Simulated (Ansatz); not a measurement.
YN, response to strain

The parent structure is YN in the rock salt structure (space group Fm-3m, No. 225).

```xyz
2
Lattice="0.0000 2.4281 2.4281 2.4281 0.0000 2.4281 2.4281 2.4281 0.0000" Properties=species:S:1:pos:R:3 pbc="T T T"
N      0.0000     0.0000     0.0000
Y      2.4281     2.4281     2.4281
```

Strains are applied to the cell and any free atomic positions relax.

Computed with PBEsol (Ansatz, a quantum-chemistry and plane-wave program; PAW; 420 eV plane waves; no spin-orbit coupling).

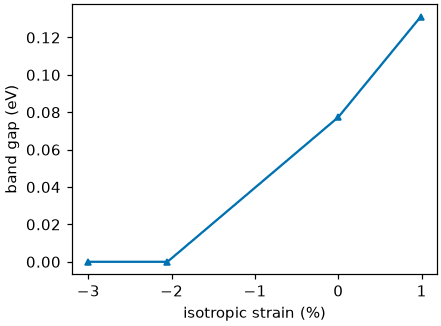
*Band gap against isotropic strain*

```
isotropic strain (%)  band gap
--------------------  --------
-3                        zero
-2.05                     zero
0.99                   0.13 eV
```

The mesh was chosen for an insulator and is coarse for the gapless case. No phonon test of stability was made. All final runs are without spin polarisation. A zero or small gap of YN can be the functional's error rather than a property of the material.
